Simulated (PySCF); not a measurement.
C₇H₅N, SMILES `N#Cc1ccccc1`.

Method: def2-SVP basis; geometry: GFN2-xTB; program: PySCF. No frequency check shows the geometry to be a minimum.

The calculation's input:

```python
import numpy as np
from pyscf import gto, scf, dft, mcscf, mrpt
from pyscf.mcscf import avas

def solve(mol, dm0=None, hcore=None):
    mf = scf.ROHF(mol) if mol.spin else scf.RHF(mol)
    mf = mf.density_fit(auxbasis='def2-universal-jkfit')
    mf.conv_tol, mf.max_cycle = 1e-8, 80
    if hcore is not None:
        mf.get_hcore = lambda *args: hcore
    mf.kernel(dm0)
    if not mf.converged:
        mf = mf.newton().run(mf.mo_coeff, mf.mo_occ, max_cycle=30)
    assert mf.converged, 'SCF not converged'
    return mf

mol = gto.M(atom='''
N     -3.16861    -0.00061     0.00000
C     -2.02224     0.00031     0.00000
C     -0.60784     0.00048     0.00000
C      0.08688     1.20975     0.00000
C      1.46862     1.20227     0.00000
C      2.15938    -0.00034     0.00000
C      1.46885    -1.20198     0.00000
C      0.08711    -1.20972     0.00000
H     -0.46178     2.14009     0.00000
H      2.00961     2.13676     0.00000
H      3.23924    -0.00059     0.00000
H      2.01001    -2.13637     0.00000
H     -0.46138    -2.14017     0.00000
''', basis='def2-svp', charge=0, spin=0, verbose=4)
mf = solve(mol)
ncas, nel, orbs = avas.avas(mf, ['C 2pz', 'N 2pz'], threshold=0.5, openshell_option=3)
print('active space', nel, ncas)
assert 2 <= ncas <= 10, 'active space too large or empty'
mc = mcscf.CASSCF(mf, ncas, nel)
mc.natorb, mc.max_cycle_macro = True, 60
mc.fix_spin_(ss=mol.spin / 2 * (mol.spin / 2 + 1))
mc.kernel(orbs)
occ = mc.mo_occ[mc.ncore:mc.ncore + ncas]
print('natural occupations', occ.round(4))
e2 = mrpt.NEVPT(mc).kernel()
out = dict(c=mc.mo_coeff[:, mc.ncore:mc.ncore + ncas], occ=occ, e=mc.e_tot, e2=e2, ehf=mf.e_tot, ok=mc.converged, nel=nel, w0=abs(mc.ci).max() ** 2, dm=mc.make_rdm1())
# the other spin state at the same geometry
other = mol.copy().set(spin=2).build()
mo = scf.ROHF(other).density_fit(auxbasis='def2-universal-jkfit').run()
na = (nel + other.spin) // 2
m2 = mcscf.CASSCF(mo, ncas, (na, nel - na))
m2.natorb = True
m2.fix_spin_(ss=other.spin / 2 * (other.spin / 2 + 1))
m2.kernel(mc.mo_coeff)
e2o = mrpt.NEVPT(m2).kernel()
print('other state above this one / eV: CASSCF', (m2.e_tot - mc.e_tot) * 27.211386, 'NEVPT2', (m2.e_tot + e2o - mc.e_tot - e2) * 27.211386)
np.savez('result.npz', eo=m2.e_tot, e2o=e2o, oko=m2.converged, occo=m2.mo_occ[mc.ncore:mc.ncore + ncas], co=m2.mo_coeff[:, mc.ncore:mc.ncore + ncas], **out)
```

Run with:

```sh
OMP_NUM_THREADS=1 python input.py
```

The run took 2.2 min on 1 thread of Arm Neoverse V1 (shared host), peak memory 0.43 GiB.

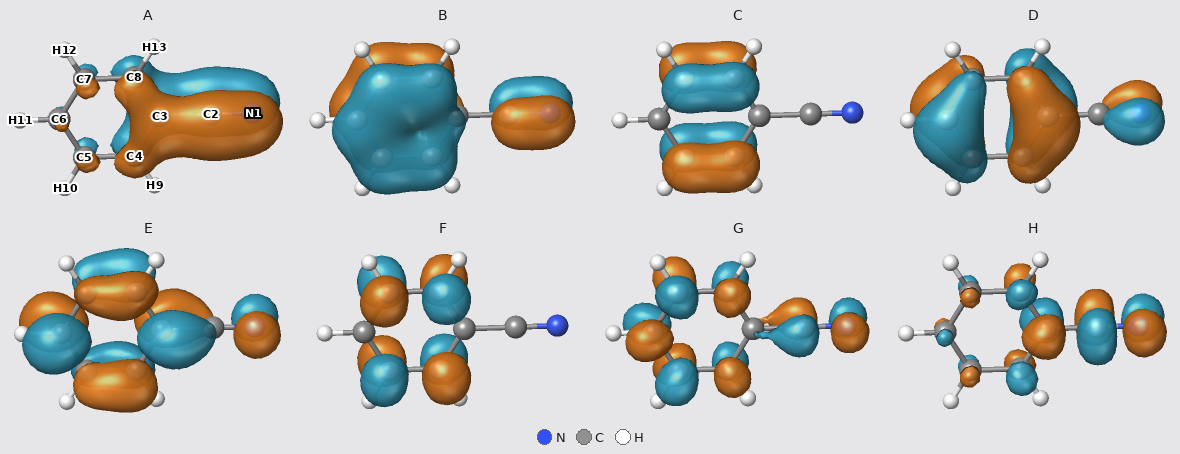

Natural orbitals of the π active space, CASSCF(8,8), triplet state at the geometry of the singlet, in order of falling occupation. The active space holds only one of the two perpendicular π systems.

Question: What are the natural occupation numbers?

Answer: A 1.94, B 1.91, C 1.69, D 1.25, E 0.76, F 0.31, G 0.09, H 0.06.

Question: Where does the lowest triplet lie relative to the singlet, at this geometry and within this active space?

Answer: 4.16 eV above it by strongly contracted NEVPT2 (+3.73 eV by CASSCF); a small basis tends to put such gaps a few tenths of an eV too high. This is a vertical energy for π states alone; a state that uses lone pairs or σ orbitals may lie lower.
